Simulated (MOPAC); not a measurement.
## Frequency calculation of C2F6 (part 1 of 2)

System: C2F6, SMILES FC(F)(F)C(F)(F)F.
Method: PM7, closed shell, dispersion built in (MOPAC 23.2.5).

The geometry was optimised with PM7.

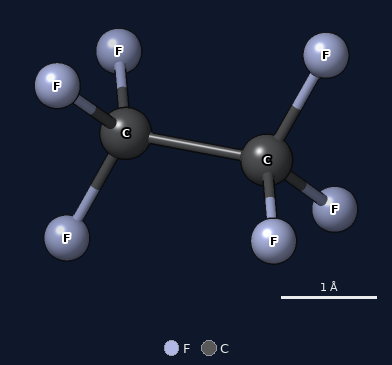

Fig. 1: The structure (ball-and-stick view, seen at a tilt). Bond lengths as drawn: C–C 1.57 Å and C–F 1.33 Å.

## Input file (c2f6.mop)
```
PM7 FORCE THERMO(298,398,100) AUX(PRECISION=6) T=10M THREADS=1
frequencies of C2F6

F 1.119148 1 -0.800962 1 1.124061 1
C 0.676273 1 -0.399945 1 -0.058822 1
F 1.644116 1 0.323417 1 -0.603138 1
F 0.546670 1 -1.486832 1 -0.805777 1
C -0.668854 1 0.402840 1 0.054854 1
F -0.543132 1 1.481309 1 0.814732 1
F -1.103650 1 0.817435 1 -1.126372 1
F -1.640940 1 -0.325610 1 0.584507 1
```

Hardware: 1 thread of Arm Neoverse V1, 24 GiB of memory available, shared host.

Run as:
```bash
mopac c2f6.mop
```

## Log
```
MOPAC v23.2.5
PM7 CALCULATION RESULTS

 *  PM7        - The PM7 Hamiltonian to be used
 *  FORCE      - FORCE CALCULATION SPECIFIED
 *  THREADS=1  - MULTI-THREADING NOT USED
 *  AUX        - OUTPUT AUXILIARY INFORMATION
 *  THERMO     - THERMODYNAMIC QUANTITIES TO BE CALCULATED
PM7 FORCE THERMO(298,398,100) AUX(PRECISION=6) T=10M THREADS=1
 frequencies of C2F6

   ATOM   CHEMICAL          X               Y               Z
  NUMBER   SYMBOL      (ANGSTROMS)     (ANGSTROMS)     (ANGSTROMS)

     1       F          1.11914800  *  -0.80096200  *   1.12406100  *
     2       C          0.67627300  *  -0.39994500  *  -0.05882200  *
     3       F          1.64411600  *   0.32341700  *  -0.60313800  *
     4       F          0.54667000  *  -1.48683200  *  -0.80577700  *
     5       C         -0.66885400  *   0.40284000  *   0.05485400  *
     6       F         -0.54313200  *   1.48130900  *   0.81473200  *
     7       F         -1.10365000  *   0.81743500  *  -1.12637200  *
     8       F         -1.64094000  *  -0.32561000  *   0.58450700  *

          CARTESIAN COORDINATES

    NO.       ATOM           X           Y           Z

     1         F          1.1191     -0.8010      1.1241
     2         C          0.6763     -0.3999     -0.0588
     3         F          1.6441      0.3234     -0.6031
     4         F          0.5467     -1.4868     -0.8058
     5         C         -0.6689      0.4028      0.0549
     6         F         -0.5431      1.4813      0.8147
     7         F         -1.1037      0.8174     -1.1264
     8         F         -1.6409     -0.3256      0.5845

           Empirical Formula: C2 F6  =     8 atoms

      MOLECULAR POINT GROUP   :   D3d

      RHF CALCULATION, NO. OF DOUBLY OCCUPIED LEVELS = 25

          HEAT OF FORMATION =    -311.879948 KCALS/MOLE

          CARTESIAN COORDINATE DERIVATIVES

   NUMBER  ATOM         X            Y            Z

     1       F      0.018826    -0.007218     0.001343
     2       C     -0.020561    -0.055269     0.034493
     3       F      0.024590     0.006689     0.002625
     4       F     -0.026151     0.028527    -0.072972
     5       C     -0.015262    -0.033723     0.062703
     6       F     -0.019994     0.031124    -0.041754
     7       F      0.013429    -0.009276    -0.008458
     8       F      0.025121     0.039145     0.022018

 DIPOLE           X         Y         Z       TOTAL
 POINT-CHG.    -0.000    -0.000     0.000     0.000
 HYBRID        -0.000    -0.000    -0.000     0.000
 SUM           -0.000    -0.000     0.000     0.000

          GRADIENT NORM =   0.15477

          MOLECULAR WEIGHT =  138.01

          ROTATIONAL CONSTANTS IN CM(-1)

          A =    0.09809614   B =    0.05840298   C =    0.05840218

           PRINCIPAL MOMENTS OF INERTIA IN UNITS OF 10**(-40)*GRAM-CM**2

          A =      285.3604   B =      479.3035   C =      479.3101

          ORIENTATION OF MOLECULE IN FORCE CALCULATION

    NO.       ATOM         X         Y         Z

     1          F      -1.6207    0.3973    0.6096
     2          C      -0.2955    0.3973    0.6096
     3          F       0.0858    1.6665    0.6096
     4          F       0.0856   -0.1152    1.7707
     5          C       0.2955   -0.3973   -0.6095
     6          F      -0.0985    0.1057   -1.7706
     7          F       1.6206   -0.3840   -0.6184
     8          F      -0.0729   -1.6702   -0.6008

    FIRST DERIVATIVES WILL BE USED IN THE CALCULATION OF SECOND DERIVATIVES

          ESTIMATED TIME TO COMPLETE CALCULATION =        0.19 SECONDS

    FOR POINT-GROUP D3d  THERE ARE  12 UNIQUE SYMMETRY FUNCTIONS.

 STEP:   1 TIME =     0.00 SECS, INTEGRAL =      0.00 TIME LEFT:    599.99
 STEP:   2 TIME =     0.00 SECS, INTEGRAL =      0.01 TIME LEFT:    599.99
 STEP:   3 TIME =     0.01 SECS, INTEGRAL =      0.02 TIME LEFT:    599.98
 STEP:   4 TIME =     0.00 SECS, INTEGRAL =      0.02 TIME LEFT:    599.98
 STEP:   5 TIME =     0.00 SECS, INTEGRAL =      0.02 TIME LEFT:    599.97
 STEP:   6 TIME =     0.00 SECS, INTEGRAL =      0.03 TIME LEFT:    599.97
 STEP:   7                       INTEGRAL =      0.03 TIME LEFT:    599.97
 STEP:   8                       INTEGRAL =      0.03 TIME LEFT:    599.97
 STEP:   9                       INTEGRAL =      0.03 TIME LEFT:    599.97
 STEP:  10                       INTEGRAL =      0.03 TIME LEFT:    599.97
 STEP:  11                       INTEGRAL =      0.03 TIME LEFT:    599.97
 STEP:  12                       INTEGRAL =      0.03 TIME LEFT:    599.97
 STEP:  13                       INTEGRAL =      0.03 TIME LEFT:    599.97
 STEP:  14                       INTEGRAL =      0.03 TIME LEFT:    599.97
 STEP:  15                       INTEGRAL =      0.03 TIME LEFT:    599.97
 STEP:  16                       INTEGRAL =      0.03 TIME LEFT:    599.97
 STEP:  17                       INTEGRAL =      0.03 TIME LEFT:    599.97
 STEP:  18                       INTEGRAL =      0.03 TIME LEFT:    599.97
 STEP:  19                       INTEGRAL =      0.03 TIME LEFT:    599.97
 STEP:  20                       INTEGRAL =      0.03 TIME LEFT:    599.97
 STEP:  21                       INTEGRAL =      0.03 TIME LEFT:    599.97
 STEP:  22                       INTEGRAL =      0.03 TIME LEFT:    599.97
 STEP:  23                       INTEGRAL =      0.03 TIME LEFT:    599.97
 STEP:  24                       INTEGRAL =      0.03 TIME LEFT:    599.97

(To convert to Hartree/Bohr^2, multiply by (10^(-21) x N x a0^2)/(4.184 x 627.51) =  0.0642)

           FORCE MATRIX IN MILLIDYNES/ANGSTROM

                  F  1       C  2       F  3       F  4       C  5       F  6
 ------------------------------------------------------------------------------
     F    1   9.713315
     C    2   7.951605  18.711850
     F    3   1.063444   7.949867   9.713315
     F    4   1.064148   7.953507   1.063444   9.713315
     C    5   0.798376   1.924283   0.798376   0.798376  18.711850
     F    6   0.019590   0.798209   0.019771   0.084456   7.949867   9.713315
     F    7   0.084456   0.797842   0.019590   0.019771   7.951605   1.063444
     F    8   0.019771   0.798348   0.084456   0.019590   7.953507   1.063444

                  F  7       F  8
 ------------------------------
     F    7   9.713315
     F    8   1.063444   9.713315

          HEAT OF FORMATION =    -311.879948 KCALS/MOLE

          ZERO POINT ENERGY      19.162 KCAL/MOL

           NORMAL COORDINATE ANALYSIS (Total motion = 1 Angstrom)

   Root No.       1         2         3         4         5         6         7         8

                 1 A1u     1 Eu      1 Eu      1 Eg      1 Eg      1 A1g     2 Eu      2 Eu

                  29.6     194.1     194.1     318.5     318.5     324.8     420.8     420.8

           1   -0.0010    0.0211   -0.0576    0.0450   -0.0057    0.0152   -0.0701   -0.0722
           2    0.1394   -0.0443    0.1113   -0.0981   -0.1121   -0.0852   -0.1093    0.0719
           3   -0.0913   -0.0591    0.1730   -0.1105    0.0992   -0.1302    0.0329   -0.0862
           4    0.0000    0.0226   -0.0631    0.0400   -0.0056    0.0117   -0.0666   -0.0665
           5    0.0000    0.0595    0.0074    0.0038   -0.0374   -0.0157    0.0453   -0.0750
           6   -0.0000   -0.0278   -0.0354    0.0169    0.0217   -0.0241   -0.0618    0.0166
           7    0.1342   -0.0904    0.0200    0.0884    0.1041    0.0767    0.1329   -0.0179
           8   -0.0393    0.0879   -0.0161   -0.0082   -0.0749   -0.0390   -0.0112   -0.0956
           9    0.0907    0.1742   -0.0275    0.1213   -0.0851   -0.1305    0.0702    0.0596
          10   -0.1332    0.0563    0.0780    0.0539   -0.1247    0.0772   -0.0208    0.1321
          11   -0.1001   -0.0814   -0.0985    0.1241    0.0119   -0.1033    0.0918    0.0712
          12    0.0007   -0.0968   -0.1238    0.0684    0.0874   -0.0883   -0.0640    0.0161
          13   -0.0000    0.0222   -0.0633   -0.0400    0.0056   -0.0117   -0.0666   -0.0665
          14   -0.0000    0.0596    0.0069   -0.0038    0.0374    0.0157    0.0454   -0.0750
          15    0.0000   -0.0281   -0.0352   -0.0169   -0.0217    0.0241   -0.0618    0.0166
          16   -0.1332    0.0553    0.0779   -0.0539    0.1247   -0.0772   -0.0208    0.1321
          17   -0.1001   -0.0810   -0.0996   -0.1241   -0.0119    0.1033    0.0918    0.0712
          18    0.0007   -0.0967   -0.1238   -0.0684   -0.0874    0.0883   -0.0640    0.0161
          19   -0.0010    0.0206   -0.0578   -0.0450    0.0057   -0.0152   -0.0701   -0.0722
          20    0.1394   -0.0446    0.1103    0.0981    0.1121    0.0852   -0.1093    0.0719
          21   -0.0913   -0.0602    0.1731    0.1105   -0.0992    0.1302    0.0329   -0.0862
          22    0.1342   -0.0912    0.0194   -0.0884   -0.1041   -0.0767    0.1329   -0.0179
          23   -0.0393    0.0881   -0.0165    0.0082    0.0749    0.0390   -0.0112   -0.0956
          24    0.0907    0.1739   -0.0264   -0.1213    0.0851    0.1305    0.0701    0.0596

   Root No.       9        10        11        12        13        14        15        16

                 2 Eg      2 Eg      1 A2u     2 A1g     2 A2u     3 A1g     3 Eu      3 Eu

                 524.8     524.8     590.7     810.8    1297.9    1334.7    1524.2    1524.2

           1    0.0196   -0.1474   -0.0824    0.1119    0.0973    0.0794   -0.0643   -0.1045
           2   -0.0741    0.0039   -0.0395    0.0103   -0.0041   -0.0014   -0.0013    0.0027
           3    0.0446    0.0278   -0.0606    0.0144   -0.0064   -0.0030    0.0031    0.0021
           4    0.0153   -0.1251   -0.0644    0.0602   -0.0780   -0.0985    0.1314    0.2167
           5    0.1168   -0.0139    0.0865   -0.0810    0.1048    0.1324    0.2153   -0.0770
           6   -0.0687   -0.0516    0.1328   -0.1243    0.1608    0.2031   -0.0766    0.1552
           7    0.0536    0.0536    0.0615   -0.0409   -0.0240   -0.0208   -0.0317   -0.0007
           8    0.1278   -0.0754    0.0675   -0.1046   -0.0944   -0.0767   -0.1138    0.0069
           9    0.0377    0.0356   -0.0606    0.0152   -0.0064   -0.0025   -0.0028   -0.0016
          10   -0.0663    0.0371    0.0615   -0.0420   -0.0240   -0.0215    0.0127   -0.0317
          11   -0.0007    0.0652   -0.0827    0.0553    0.0323    0.0281   -0.0209    0.0393
          12   -0.1135   -0.0868    0.0373   -0.0895   -0.0889   -0.0711    0.0480   -0.0988
          13   -0.0153    0.1251   -0.0644   -0.0602   -0.0780    0.0985    0.1315    0.2166
          14   -0.1168    0.0139    0.0865    0.0810    0.1048   -0.1324    0.2152   -0.0771
          15    0.0687    0.0516    0.1328    0.1243    0.1608   -0.2031   -0.0765    0.1553
          16    0.0662   -0.0371    0.0626    0.0420   -0.0249    0.0215    0.0129   -0.0318
          17    0.0007   -0.0652   -0.0819   -0.0553    0.0316   -0.0281   -0.0211    0.0391
          18    0.1135    0.0868    0.0373    0.0895   -0.0889    0.0711    0.0479   -0.0988
          19   -0.0196    0.1474   -0.0824   -0.1119    0.0973   -0.0794   -0.0642   -0.1045
          20    0.0741   -0.0039   -0.0406   -0.0103   -0.0032    0.0014   -0.0013    0.0025
          21   -0.0446   -0.0278   -0.0599   -0.0144   -0.0070    0.0030    0.0033    0.0021
          22   -0.0536   -0.0536    0.0605    0.0409   -0.0231    0.0208   -0.0315   -0.0008
          23   -0.1278    0.0754    0.0678    0.1046   -0.0947    0.0767   -0.1138    0.0068
          24   -0.0377   -0.0356   -0.0614   -0.0152   -0.0057    0.0025   -0.0027   -0.0014

   Root No.      17        18

                 3 Eg      3 Eg

                1525.2    1525.2

           1   -0.1101    0.0139
           2   -0.0021    0.0041
           3   -0.0030   -0.0021
           4    0.2571   -0.0309
           5    0.0300   -0.2468
           6    0.1051    0.1459
           7   -0.0163    0.0302
           8   -0.0404    0.1010
           9   -0.0008   -0.0043
          10   -0.0235   -0.0262
          11    0.0250    0.0388
          12   -0.0574   -0.0786
          13   -0.2571    0.0309
          14   -0.0299    0.2468
          15   -0.1051   -0.1458
          16    0.0235    0.0262
          17   -0.0250   -0.0388
          18    0.0574    0.0786
          19    0.1101   -0.0140
          20    0.0021   -0.0041
          21    0.0030    0.0021
          22    0.0163   -0.0302
          23    0.0404   -0.1010
          24    0.0008    0.0043

           MASS-WEIGHTED COORDINATE ANALYSIS (NORMAL COORDINATES)

   Root No.       1         2         3         4         5         6         7         8

                 1 A1u     1 Eu      1 Eu      1 Eg      1 Eg      1 A1g     2 Eu      2 Eu

                  29.6     194.1     194.1     318.5     318.5     324.8     420.8     420.8
```
